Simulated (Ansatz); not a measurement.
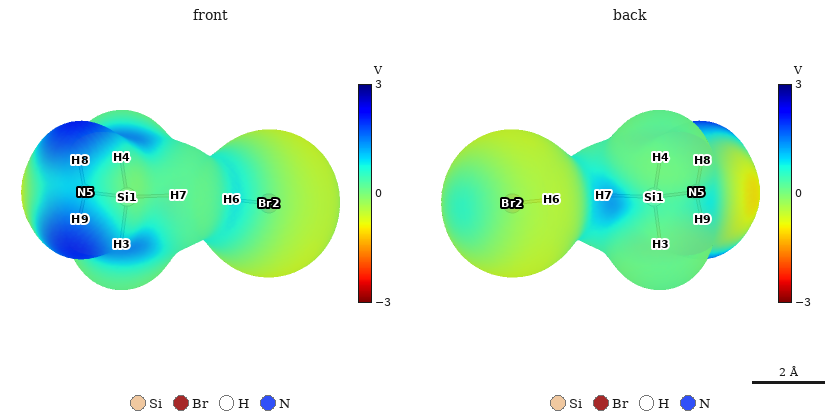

*H$_{5}$NSi···HBr. The electrostatic potential painted on the density surface at 0.002 e/bohr³, seen from the front and from behind; red is negative and blue positive.*

The product side of a reaction path; geometry: PBE0-D4/def2-TZVP.

All numbers below come from RKS PBE0-D4/def2-TZVPP (Ansatz 0.2.0).

Input file:

```
crystal:
  periodic: [false, false, false]
  atoms:
    - {symbol: Si, position_ang: [-0.325046, -0.359784, 0.010716]}
    - {symbol: Br, position_ang: [1.432425, 2.266940, -2.848773]}
    - {symbol: H, position_ang: [0.177630, -1.437127, -0.876333]}
    - {symbol: H, position_ang: [-1.611687, 0.191394, -0.480166]}
    - {symbol: N, position_ang: [-0.566491, -1.006495, 1.578665]}
    - {symbol: H, position_ang: [1.148341, 1.648643, -1.590388]}
    - {symbol: H, position_ang: [0.675730, 0.759699, -0.071051]}
    - {symbol: H, position_ang: [-1.071432, -0.480071, 2.272789]}
    - {symbol: H, position_ang: [0.140630, -1.583200, 2.004443]}
basis:
  gaussian: {orbitals: def2-TZVPP}
hamiltonian: {xc: pbe0, dispersion: d4}
output: {orbitals: {seedname: orbitals}}
```

Launched as:

```sh
ansatz run in.yaml --threads 4 --pin off --events-out ev --progress --plain --max-ram 9574MiB
```

### Where is the surface potential most negative and most positive?

The most negative region (about −1.0 V) lies over N5, the most positive (about +2.1 V) over H8 and H9. Br2 shows a σ-hole: about +0.6 V at the tip opposite its bond, against about −0.6 V on its flanks.
